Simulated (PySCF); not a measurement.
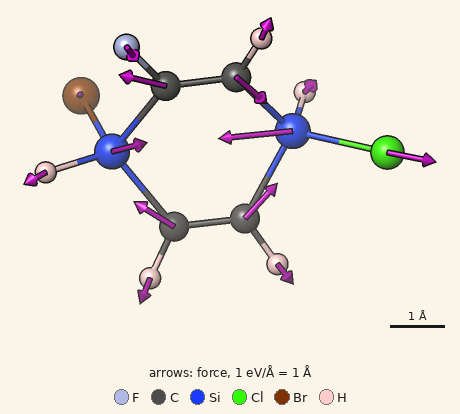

Starting geometry of C₄H₅BrClFSi₂ with the computed forces as purple arrows. Style: ball-and-stick. Shown at a tilt.

The start comes from GFN2-xTB.

Level of theory: PBE0-D3(BJ)/def2-SVP geometry optimisation, gas phase in PySCF. 

> What follows when this structure is relaxed?

It isn't relaxed: the largest force vector, on a Si atom, is 1.42 eV/Å. The final displacements have little in common with the starting forces (cosine between the two patterns 0.01). The energy falls by 18.4 kJ/mol in 10 geometry steps. The largest move after the best rigid fit is that of the Br atom, 1.00 Å. Largest moves by element: Br 1.00 Å, Cl 0.88 Å, H 0.80 Å, F 0.54 Å, C 0.24 Å, Si 0.21 Å. Near-neighbour distances that change, for instance: Si–Si 3.396 → 3.475 Å, Cl–Si 2.020 → 2.076 Å, H–Si 1.455 → 1.487 Å, C–Si 1.878 → 1.853 Å. Among the angles between lasting bonds that change: Cl–Si–H 110.0° → 106.2°, C–Si–H 116.0° → 112.7°, C–Si–C 108.2° → 111.1°. Groups turn about C–Si by about 30°, C–Si by about 25°, C–Si by about 25°. The run took roughly 10 core-minutes on a shared host.
